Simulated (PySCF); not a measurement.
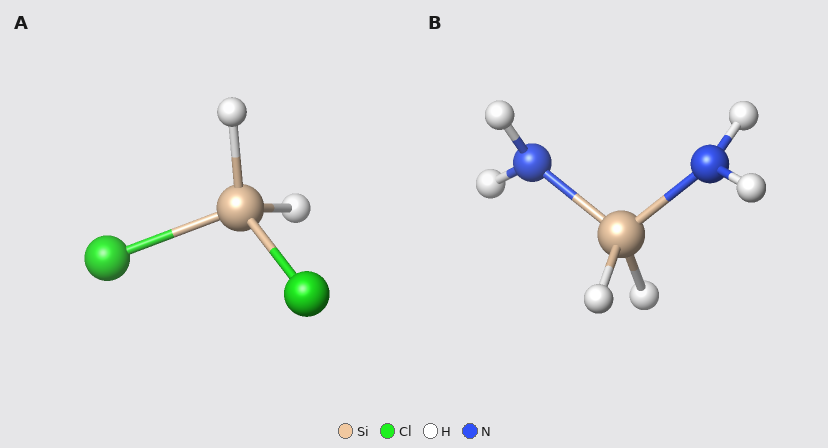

Two related species, optimised with PBE0-D3(BJ)/def2-SVP; properties computed with PySCF 2.14.0. Both: charge 0, singlet.

Question. What are A and B?

Answer. A is SiCl2H2 (Cl[SiH2]Cl), B is Si(NH2)2H2 (N[SiH2]N).

Compare them. With PBE0/pcSseg-1: dipole moment (D), HOMO–LUMO gap (eV), HOMO energy (Kohn–Sham orbital) (eV), shielding of Si (ppm), Hirshfeld charge of Si (e), IAO charge of Si (e). With CAM-B3LYP/def2-SVPD: lowest vertical singlet excitation (eV), mean static polarisability (bohr³). With PBE0-D3(BJ)/def2-SVP: mean Si–H length (Å).

| quantity | A | B |
| --- | --- | --- |
| dipole moment (D) | 1.61 | 0.71 |
| HOMO–LUMO gap (eV) | 9.16 | 8.54 |
| HOMO energy (Kohn–Sham orbital) (eV) | −9.22 | −7.12 |
| shielding of Si (ppm) | 345.0 | 394.2 |
| Hirshfeld charge of Si (e) | 0.36 | 0.38 |
| IAO charge of Si (e) | 0.82 | 1.00 |
| lowest vertical singlet excitation (eV) | 7.54 | 6.57 |
| mean static polarisability (bohr³) | 53.5 | 45.4 |
| mean Si–H length (Å) | 1.483 | 1.502 |

Each is one conformer, and no frequency run is at hand to confirm it as a minimum.
